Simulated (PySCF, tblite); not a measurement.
# C4H13FSi3: geometry, infrared bands and NMR shifts

Aim: predict the infrared bands and NMR shifts of C4H13FSi3 (`F[C@H]1C[C@@H]([SiH]([SiH3])[SiH3])C1`).

Programs: tblite 0.8.0 and PySCF 2.14.0, with density-fitted response routines of our own. Each step states its level of theory. These are calculated values for one molecule in the gas phase, unless marked as measured. Atoms count from 0, in the outputs and in this text.

### 1 Starting geometry

21 atoms, charge 0, multiplicity 1; geometry from: force field or distance geometry start.

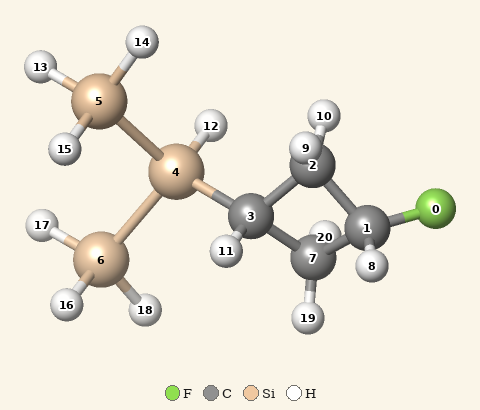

The starting geometry (fluorine green, carbon grey, silicon light orange, hydrogen white), atoms numbered.

### 2 Optimising the geometry with GFN2-xTB

The job: settings as JSON, then the geometry in Å.

```
{"job": {"kind": "relax", "xc": "GFN2-xTB", "basis": "xTB"}, "charge": 0, "multiplicity": 1}
F      3.794200    -0.866300    -0.361100
C      2.744300    -0.451600     0.394900
C      1.895200     0.686100    -0.174300
C      0.650400    -0.016600     0.414000
Si    -0.945200     0.029000    -0.623100
Si    -1.853800     2.140200    -0.586900
Si    -2.552300    -1.313000     0.298700
C      1.480300    -1.327300     0.345200
H      3.070900    -0.259100     1.437800
H      2.095600     1.681800     0.232600
H      1.925400     0.739600    -1.274100
H      0.447200     0.279000     1.459400
H     -0.649500    -0.387900    -2.020100
H     -3.099500     2.190800    -1.380900
H     -0.884200     3.127000    -1.145600
H     -2.147800     2.534000     0.830500
H     -2.837900    -0.870100     1.695100
H     -3.808700    -1.268600    -0.492100
H     -2.071100    -2.718200     0.356100
H      1.349900    -2.021800     1.185000
H      1.387700    -1.890100    -0.591500
```

Started as:

```sh
OMP_NUM_THREADS=1 python probes_run.py task.json out
```

This one command runs all jobs of the session in turn.

The log of the run:

```text
step      E/eV     max force
  0    -682.01316    0.977
  1    -682.09114    0.628
  2    -682.15602    0.448
  3    -682.17560    0.345
  4    -682.18887    0.299
  5    -682.19721    0.221
  6    -682.20841    0.256
  7    -682.22115    0.352
  8    -682.23401    0.311
  9    -682.24266    0.196
 10    -682.24714    0.163
 11    -682.24952    0.097
 12    -682.25165    0.110
 13    -682.25356    0.087
 14    -682.25502    0.081
 15    -682.25623    0.081
 16    -682.25757    0.103
 17    -682.25911    0.099
 18    -682.26056    0.084
 19    -682.26160    0.081
 20    -682.26235    0.079
 21    -682.26326    0.093
 22    -682.26479    0.108
 23    -682.26721    0.145
 24    -682.27020    0.152
 25    -682.27297    0.114
 26    -682.27527    0.152
 27    -682.27749    0.159
 28    -682.28001    0.133
 29    -682.28285    0.109
 30    -682.28571    0.112
 31    -682.28841    0.167
 32    -682.29075    0.173
 33    -682.29277    0.123
 34    -682.29472    0.100
 35    -682.29667    0.103
 36    -682.29842    0.129
 37    -682.29961    0.104
 38    -682.30020    0.047
 39    -682.30053    0.063
 40    -682.30080    0.068
 41    -682.30104    0.054
 42    -682.30121    0.025
 43    -682.30129    0.020
 44    -682.30133    0.019
 45    -682.30135    0.014
 46    -682.30137    0.010
```

Wall time 1.5 s (1 thread of Intel Xeon at 2.50GHz, shared host).

The steps of the relaxation: (not every step is listed)

```
step  energy from step 0 (eV)  largest force (eV/Å)
   0                   0.0000                0.9772
   1                  -0.0780                0.6278
   2                  -0.1429                0.4481
   3                  -0.1624                0.3448
   4                  -0.1757                0.2989
   5                  -0.1841                0.2207
   6                  -0.1952                0.2561
   7                  -0.2080                0.3519
   8                  -0.2209                0.3111
  11                  -0.2364                0.0973
  14                  -0.2419                0.0812
  17                  -0.2459                0.0988
  20                  -0.2492                0.0791
  23                  -0.2541                0.1448
  26                  -0.2621                0.1523
  29                  -0.2697                0.1088
  32                  -0.2776                0.1730
  35                  -0.2835                0.1029
  38                  -0.2870                0.0474
  41                  -0.2879                0.0537
  42                  -0.2880                0.0254
  43                  -0.2881                0.0200
  44                  -0.2882                0.0189
  45                  -0.2882                0.0142
  46                  -0.2882                0.0095
```

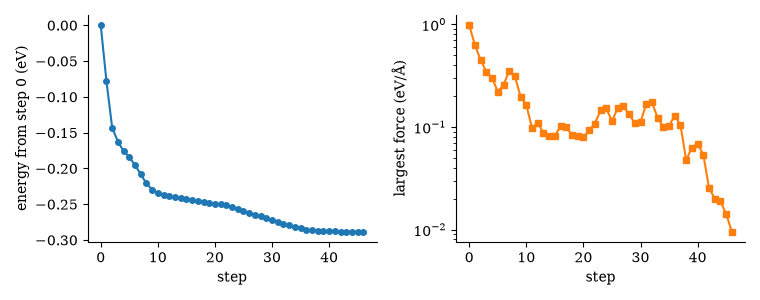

Energy and force, step by step.

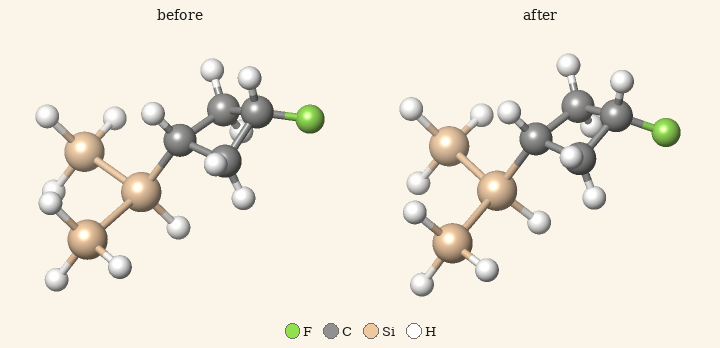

The geometry before (left) and after (right).

Close pairs (by a distance rule), those that changed most:

```
   bond  before (Å)  after (Å)  change (Å)
Si4–Si6       2.288      2.325      +0.037
Si5–H15       1.500      1.466      -0.034
Si5–H14       1.492      1.466      -0.026
Si6–H16       1.493      1.466      -0.026
Si4–Si5       2.299      2.325      +0.026
Si6–H18       1.486      1.466      -0.021
Si6–H17       1.485      1.464      -0.021
  F0–C1       1.359      1.376      +0.018
```

The final coordinates are the input of the step that follows.

### 3 Vibrational analysis with GFN2-xTB

The job: settings as JSON, then the geometry in Å.

```
{"job": {"kind": "ir", "xc": "GFN2-xTB", "basis": "xTB"}, "charge": 0, "multiplicity": 1}
F      3.502186    -0.896345    -0.716764
C      2.660542    -0.467966     0.284404
C      1.809116     0.755458    -0.056909
C      0.572089     0.009104     0.482547
Si    -1.027962     0.064570    -0.565643
Si    -1.708580     2.284689    -0.677264
Si    -2.483273    -1.527867     0.300772
C      1.390062    -1.298259     0.470838
H      3.278826    -0.363407     1.180772
H      2.081405     1.688830     0.431239
H      1.770994     0.912208    -1.133566
H      0.370745     0.314493     1.511782
H     -0.574221    -0.371688    -1.907076
H     -2.928148     2.421037    -1.476280
H     -0.717119     3.190177    -1.264712
H     -2.014176     2.826421     0.650580
H     -2.840489    -1.235740     1.692442
H     -3.736415    -1.559535    -0.456120
H     -1.955498    -2.895033     0.297843
H      1.344958    -1.924481     1.359394
H      1.196038    -1.909722    -0.408749
```

The log of the run:

```text
mode    cm-1     km/mol
  1      16.3      0.05
  2      25.6      0.36
  3      30.3      1.10
  4      50.1      3.07
  5      77.3      0.18
  6      82.8      2.22
  7     122.6      4.19
  8     233.2      6.25
  9     269.5      1.15
 10     380.0      8.19
 11     383.1     13.97
 12     397.2     16.49
 13     409.3      6.41
 14     414.9     59.80
 15     437.9     22.37
 16     457.2     13.53
 17     508.1      1.72
 18     554.5      8.54
 19     602.3    476.43
 20     657.8    146.31
 21     727.4      7.63
 22     766.5    830.20
 23     796.6    212.63
 24     807.5     75.92
 25     815.3    250.37
 26     817.8     10.32
 27     827.9    241.62
 28     833.3      0.34
 29     926.3     20.18
 30     988.3     22.22
 31     996.8      0.02
 32    1048.4      4.57
 33    1060.3     12.59
 34    1084.6      4.05
 35    1124.7     46.25
 36    1161.7     50.65
 37    1211.8      3.06
 38    1232.6      1.98
 39    1237.2      0.00
 40    1248.2      1.11
 41    1269.7      0.41
 42    1315.9     59.54
 43    1465.2      0.70
 44    1475.6      0.67
 45    2080.4    230.67
 46    2220.3     34.53
 47    2230.0    553.23
 48    2231.1    262.39
 49    2232.2    192.23
 50    2239.9     69.20
 51    2246.7    614.95
 52    2938.7     38.53
 53    2945.1     39.18
 54    3004.0     18.83
 55    3009.3     51.01
 56    3012.8     17.18
 57    3013.7     39.03
```

Run time: 3.6 s. Hardware: 1 thread of Intel Xeon at 2.50GHz, shared host.

The strongest bands and the atoms that carry them (share of the mass-weighted mode):

```
cm⁻¹  km/mol                                   atoms
 602   476.4                      H12 77 %, Si4 12 %
 766   830.2  H16 15 %, H15 15 %, H13 15 %, H17 15 %
 815   250.4  H13 27 %, H17 25 %, H15 20 %, H16 19 %
 828   241.6  H18 28 %, H14 26 %, H16 16 %, H15 15 %
2080   230.7                                H12 96 %
2230   553.2  H14 39 %, H18 24 %, H16 21 %, H15 12 %
2231   262.4            H15 36 %, H14 34 %, H16 22 %
2247   615.0                      H17 50 %, H13 46 %
```

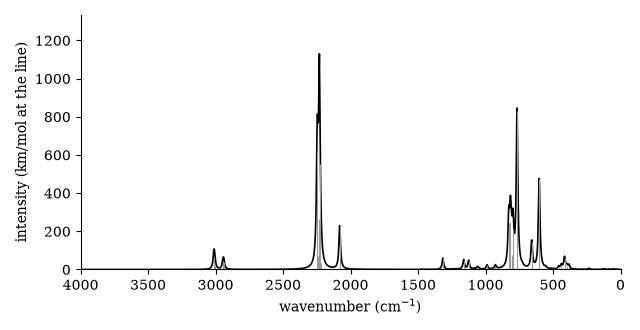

The infrared spectrum from these modes, unscaled. Lines are broadened to a width of 14 cm⁻¹ (Lorentzian).

### 4 NMR shieldings: PBE0/pcSseg-1

The job, as its differences from that of step 3:

```diff
@@ -1,2 +1,2 @@
-{"job": {"kind": "ir", "xc": "GFN2-xTB", "basis": "xTB"}, "charge": 0, "multiplicity": 1}
+{"job": {"kind": "nmr", "xc": "PBE0", "basis": "pcSseg-1"}, "charge": 0, "multiplicity": 1}
 F      3.502186    -0.896345    -0.716764
```

Method: GIAO PBE0/pcSseg-1 NMR shielding, non-relativistic, gas phase.

The log of the run:

```text
coarse grid: 18368 points
cycle   1  E = -1127.7097482009  dE =  5.443e-01  |g| = 5.157e-01  |ddm| = 4.069e+00
cycle   2  E = -1127.6849314105  dE =  2.482e-02  |g| = 6.675e-01  |ddm| = 9.114e-01
cycle   3  E = -1127.7618972724  dE = -7.697e-02  |g| = 4.502e-02  |ddm| = 5.259e-01
cycle   4  E = -1127.7621297488  dE = -2.325e-04  |g| = 2.496e-02  |ddm| = 4.752e-02
cycle   5  E = -1127.7622626746  dE = -1.329e-04  |g| = 5.923e-03  |ddm| = 2.506e-02
cycle   6  E = -1127.7622699130  dE = -7.238e-06  |g| = 1.703e-03  |ddm| = 7.310e-03
final grid: 162056 points
cycle   7  E = -1127.8155880209  dE = -3.286e-05  |g| = 1.022e-02  |ddm| = 2.910e-02
cycle   8  E = -1127.8155596426  dE =  2.838e-05  |g| = 1.532e-02  |ddm| = 2.325e-02
cycle   9  E = -1127.8156127451  dE = -5.310e-05  |g| = 9.201e-04  |ddm| = 1.377e-02
cycle  10  E = -1127.8156128786  dE = -1.335e-07  |g| = 2.611e-04  |ddm| = 9.842e-04
cycle  11  E = -1127.8156128889  dE = -1.033e-08  |g| = 5.370e-05  |ddm| = 2.292e-04
cycle  12  E = -1127.8156128895  dE = -5.714e-10  |g| = 1.959e-05  |ddm| = 7.528e-05
converged SCF energy = -1127.8156128895

GIAO shielding tensors (ppm)
atom      isotropic    diamagn.    paramagn.     s11        s22        s33       span
  0 F      346.239     468.846    -122.607    293.876    358.633    386.207     92.331
  1 C       98.526     252.042    -153.515     63.558     79.953    152.068     88.509
  2 C      147.591     249.889    -102.299    130.465    139.770    172.537     42.072
  3 C      178.417     252.239     -73.821    169.449    178.911    186.891     17.442
  4 Si     414.200     882.275    -468.076    366.660    398.978    476.961    110.301
  5 Si     467.327     880.258    -412.932    454.887    463.447    483.647     28.760
  6 Si     467.377     880.260    -412.882    454.852    463.518    483.763     28.911
  7 C      147.563     249.879    -102.316    130.431    139.751    172.507     42.076
  8 H       26.513      30.736      -4.224     22.405     27.822     29.311      6.906
  9 H       29.062      30.964      -1.902     25.162     27.451     34.573      9.410
 10 H       29.530      31.634      -2.104     26.055     29.808     32.728      6.672
 11 H       30.565      34.402      -3.836     26.921     29.592     35.183      8.262
 12 H       27.858      31.111      -3.254     24.961     26.597     32.016      7.055
 13 H       28.301      28.713      -0.412     24.569     25.797     34.536      9.967
 14 H       28.094      29.215      -1.121     24.246     26.779     33.257      9.011
 15 H       28.352      29.325      -0.973     24.966     26.205     33.886      8.920
 16 H       28.354      29.326      -0.972     24.967     26.206     33.890      8.923
 17 H       28.302      28.714      -0.412     24.569     25.801     34.536      9.967
 18 H       28.095      29.214      -1.119     24.249     26.776     33.261      9.013
 19 H       29.061      30.963      -1.902     25.159     27.453     34.571      9.412
 20 H       29.532      31.636      -2.104     26.058     29.812     32.725      6.667
```

Wall time 2 min (1 thread of Intel Xeon at 2.50GHz, shared host); peak memory 1.1 GiB.

Shifts follow as δ = σ(reference) − σ, with reference shieldings (ppm) from runs at the same level and on the same kind of geometry: ¹H TMS 31.72, ¹³C TMS 186.9, ²⁹Si TMS 349.2, ¹⁹F CFCl3 170.9. The references are single molecules in the gas phase, so shifts against H2O, NH3, PH3, H3PO4 or CFCl3 are not on the usual liquid scales and can be off by tens of ppm. Atoms listed in one row are averaged.

```
                       atoms                              environment  σ (ppm)  δ (ppm)  δ scaled to CDCl3
                          C1                       sp3 CH bonded to F     98.5     88.4               84.4
                      C2, C7                        sp3 CH2 in a ring    147.6     39.3               36.5
                          C3                      sp3 CH bonded to Si    178.4      8.5                6.4
                          H8        hydrogen on an sp3 CH bonded to F    26.51     5.20               5.01
                         H12  hydrogen on a silicon bonded to C, 2 Si    27.86     3.86                  –
H13, H14, H15, H16, H17, H18       hydrogen on a silicon bonded to Si    28.25     3.47                  –
                     H9, H19         hydrogen on an sp3 CH2 in a ring    29.06     2.66               2.61
                    H10, H20         hydrogen on an sp3 CH2 in a ring    29.53     2.19               2.17
                         H11       hydrogen on an sp3 CH bonded to Si    30.57     1.15               1.19
                          F0                fluorine on an sp3 carbon    346.2   -175.3                  –
                         Si4             silicon bonded to C, 2 Si, H    414.2    -65.0                  –
                    Si5, Si6                silicon bonded to Si, 3 H    467.4   -118.2                  –
```

The scaled column applies a straight-line fit of computed shieldings to shifts measured in CDCl3, and one for carbons that bear F (root-mean-square error 0.16 ppm for H, 1.9 ppm for C).

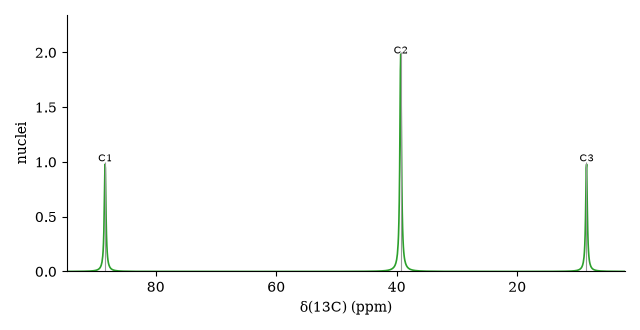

¹³C lines at the computed shifts, without couplings. Lines are broadened to a width of 0.32 ppm (Lorentzian).

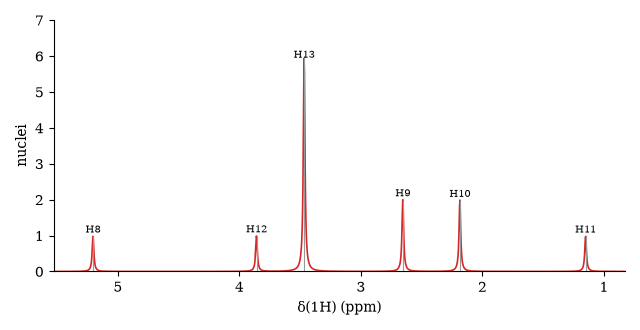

¹H lines at the computed shifts, without couplings. Lines are broadened to a width of 0.02 ppm (Lorentzian).

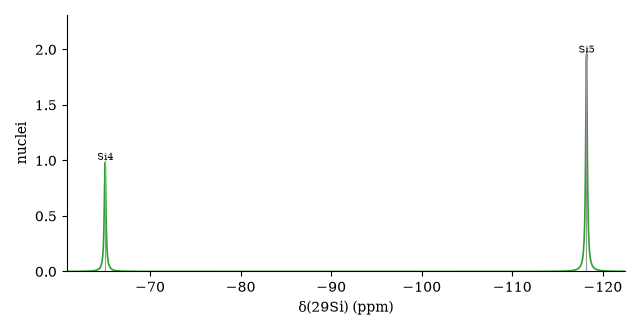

²⁹Si lines at the computed shifts, without couplings. Lines are broadened to a width of 0.21 ppm (Lorentzian).

The run also stored atomic charges by several schemes (e):

```
   atoms  Mulliken    IAO  Hirshfeld  ESP fit
      F0     -0.33  -0.33      -0.13    -0.30
      C1      0.17   0.19       0.07     0.41
  C2, C7     -0.14  -0.28      -0.08    -0.36
      C3     -0.58  -0.36      -0.11     0.25
     Si4      0.08   0.30       0.18     0.00
Si5, Si6      0.26   0.29       0.21     0.20
```

ESP fit charges:

F0 -0.30; C1 0.41; C2 -0.36; C3 0.25; Si4 0.00; Si5 0.21; Si6 0.20; C7 -0.36; H8 0.02; H9 0.08; H10 0.12; H11 -0.01; H12 -0.04; H13 -0.06; H14 -0.07; H15 -0.08; H16 -0.08; H17 -0.06; H18 -0.07; H19 0.09; H20 0.12

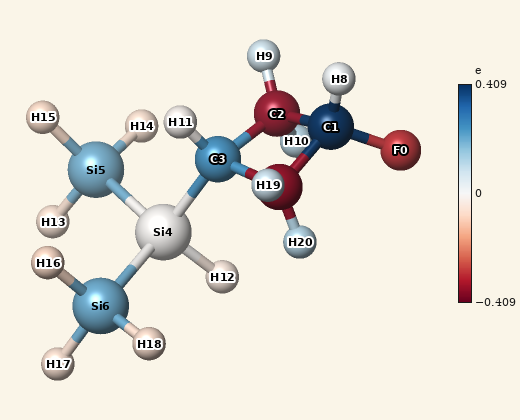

ESP fit charges, as colours on the atoms.

Mayer bond orders: F0–C1 0.89, C1–C2 1.04, C2–C3 1.01, C3–Si4 0.83, Si4–Si5 0.92, Si4–Si6 0.92, C3–C7 1.01, C7–C1 1.04.

Ring of atoms C1, C2, C3, C7: NICS(0) -1.7, NICS(1) -1.4, NICS(1)zz 3.2 ppm (means of both faces).

The two faces differ (NICS(1)zz 6.0 and 0.5 ppm).

### 5 What came out

| quantity | value |
| --- | --- |
| strongest single infrared mode (GFN2-xTB) | 766 cm⁻¹, 830 km/mol |
| zero-point energy (GFN2-xTB) | 92.6 kcal/mol |
| ¹³C shifts against TMS (PBE0/pcSseg-1, means over atoms taken as alike) | 88.4, 39.3, 8.5 ppm |
| ¹H shifts against TMS (PBE0/pcSseg-1, means over atoms taken as alike) | 5.20, 3.86, 3.47, 2.66, 2.19, 1.15 ppm |
| ¹⁹F shifts against CFCl3 (PBE0/pcSseg-1) | -175.3 ppm |
| ²⁹Si shifts against TMS (PBE0/pcSseg-1, means over atoms taken as alike) | -65.0, -118.2 ppm |

The optimisation took 46 steps and gained 0.288 eV; among the close pairs (by a distance rule), Si4–Si6 changed most, from 2.288 to 2.325 Å. All 57 modes are real, so the xTB geometry is a minimum. The strongest single mode, at 766 cm⁻¹, has its largest shares on H16, H15, H13 and H17 (the list is cut at 4 atoms). GFN2-xTB is a fitted tight-binding method: band positions and strengths are rough. Its intensities can rank the bands wrongly. C1 (sp3 CH bonded to F) lies farthest downfield among carbon, at 88.4 ppm; pulled downfield by the heteroatom. H8 (hydrogen on an sp3 CH bonded to F) lies farthest downfield among hydrogen, at 5.20 ppm; its carbon carries F, an electronegative neighbour. At PBE0/pcSseg-1: The largest span, 110 ppm, is at Si4, where the paramagnetic term is -468 ppm.
